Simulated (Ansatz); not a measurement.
# B3LYP/6-31G(d) (Cartesian functions) run of SiH2O2F2 (SMILES O[Si](O)(F)F)

What is the vertical singlet–triplet gap of SiH2O2F2 at B3LYP/6-31G* (Cartesian functions)? 

The results are computed with Ansatz 0.2.0.

82 further runs of the same task are left out: 82 set aside as unsound or not needed.

## 1. Starting point

SiH2O2F2 has 7 atoms, charge 0, and is taken as a singlet. As SMILES, `O[Si](O)(F)F`. The shape is that of a PBE0-D4/def2-TZVP optimisation. This is one conformer, not always the lowest.

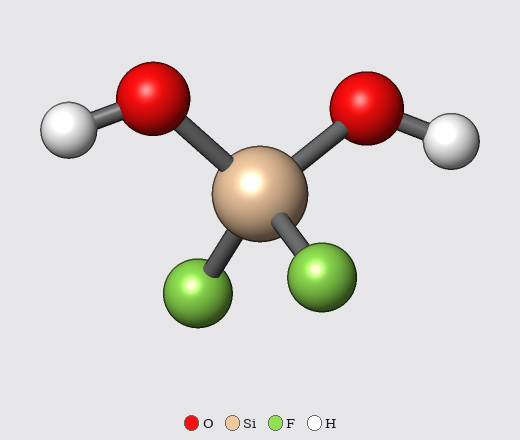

Viewed from a chosen angle; oxygen red, silicon light orange, fluorine green, hydrogen white.

## 2. The energy at B3LYP/6-31G(d) (Cartesian functions)

run.yaml

```yaml
crystal:
  periodic: [false, false, false]
  atoms:
    - {symbol: O, position_ang: [-1.123000, 0.443800, 0.890500]}
    - {symbol: Si, position_ang: [-0.011100, -0.018100, -0.177300]}
    - {symbol: O, position_ang: [1.321200, -0.386600, 0.646700]}
    - {symbol: F, position_ang: [-0.483500, -1.262700, -1.033600]}
    - {symbol: F, position_ang: [0.238000, 1.131800, -1.236100]}
    - {symbol: H, position_ang: [-1.829300, 1.022300, 0.602200]}
    - {symbol: H, position_ang: [1.948900, -0.998500, 0.262000]}
basis:
  gaussian:
    orbitals: "6-31G*"
hamiltonian:
  xc: {name: B3LYP}
accuracy: high
output: {orbitals: {seedname: orbitals}}
```

Command:

```console
$ ansatz run run.yaml --threads 1 --pin off --max-ram 3480MiB --events-out events.jsonl --progress --plain --runs-dir runs
```

The program printed:

```text
Warning: RAYON_NUM_THREADS=1 ignored (pool sized by the plan → 1); use --threads N
Functional definition: B3LYP
  name "B3LYP"
  parameter a0 = 0.2
  parameter ax = 0.72
  parameter ac = 0.81
  exchange = (1 - a0 - ax)*slater_x + ax*b88_x + a0*exact_x
  correlation = (1 - ac)*vwn_rpa_c + ac*lyp_c
1724 factors; integrals over basis functions are off by at most 3.1e-9 eV
mean field evaluation 1: about -17434.3304 eV, gradient 7.7e1 eV
mean field evaluation 2: about -17423.3916 eV, gradient 1.1e2 eV
mean field evaluation 4: about -17443.4224 eV, gradient 3.7e0 eV
mean field evaluation 8: about -17443.5482 eV, gradient 7.1e-2 eV
mean field evaluation 16: about -17443.5482 eV, gradient 2.9e-6 eV
mean field -17443.54822110 eV, -641.0385734637 hartree, gradient 1.6e-8 eV, S^2 0.000000; 0 other end points of the search recorded, 0 dependent functions left out
reference -17443.54825744 eV, -641.0385747994 hartree; 25, 25 occupied and 58, 58 virtual orbitals, 1724 factors
Total energy: -17443.54825744 eV, -641.0385747994 hartree
```

It took 3.9 s on 1 thread of Intel Xeon 6975P-C (Granite Rapids), shared host; peak memory 0.28 GiB.

## 3. The triplet, same level

molecule.yaml

```yaml
crystal:
  periodic: [false, false, false]
  atoms:
    - {symbol: O, position_ang: [-1.123000, 0.443800, 0.890500]}
    - {symbol: Si, position_ang: [-0.011100, -0.018100, -0.177300]}
    - {symbol: O, position_ang: [1.321200, -0.386600, 0.646700]}
    - {symbol: F, position_ang: [-0.483500, -1.262700, -1.033600]}
    - {symbol: F, position_ang: [0.238000, 1.131800, -1.236100]}
    - {symbol: H, position_ang: [-1.829300, 1.022300, 0.602200]}
    - {symbol: H, position_ang: [1.948900, -0.998500, 0.262000]}
basis:
  gaussian: {orbitals: "6-31G*"}
magnetization: {spin_polarized: true, initial_magnetization: 2}
hamiltonian: {xc: {name: B3LYP}}
accuracy: high
output: {orbitals: {seedname: orbitals}}
```

Command:

```console
$ ansatz run molecule.yaml --threads 1 --pin off --max-ram 3480MiB --events-out events.jsonl --progress --plain --runs-dir runs
```

The program printed, shortened:

```text
Warning: RAYON_NUM_THREADS=1 ignored (pool sized by the plan → 1); use --threads N
[... 7 set-up lines as earlier in the session ...]
1724 factors; integrals over basis functions are off by at most 3.1e-9 eV
mean field evaluation 1: about -17428.9827 eV, gradient 4.2e1 eV
mean field evaluation 2: about -17424.1542 eV, gradient 5.8e1 eV
mean field evaluation 4: about -17434.8076 eV, gradient 5.2e0 eV
mean field evaluation 8: about -17435.0496 eV, gradient 9.3e-1 eV
mean field evaluation 16: about -17435.0571 eV, gradient 1.0e-2 eV
mean field evaluation 32: about -17435.0578 eV, gradient 5.0e-3 eV
mean field evaluation 64: about -17435.0575 eV, gradient 1.0e-4 eV
mean field -17435.05779973 eV, -640.7265562333 hartree, gradient 2.6e-8 eV, S^2 2.006569; 6 other end points of the search recorded, 0 dependent functions left out
reference -17435.05783681 eV, -640.7265575963 hartree; 26, 24 occupied and 57, 59 virtual orbitals, 1724 factors
Total energy: -17435.05783681 eV, -640.7265575963 hartree
```

Wall time 52 s (1 thread of Intel Xeon 6975P-C (Granite Rapids), shared host); peak memory 0.43 GiB.

## 4. Summary of results

At B3LYP/6-31G* (Cartesian functions):

```
                                        quantity          value
                           singlet: total energy  -641.03857 Eh
                            singlet: HOMO energy       -9.41 eV
                            singlet: LUMO energy        0.54 eV
                          singlet: HOMO–LUMO gap        9.95 eV
                           triplet: total energy  -640.72656 Eh
     triplet: HOMO energy (highest over α and β)       -1.68 eV
                                   triplet: ⟨S²⟩          2.007
vertical energy of the triplet above the singlet       8.490 eV
```

At this shape the triplet lies 8.49 eV (196 kcal/mol) above the singlet.
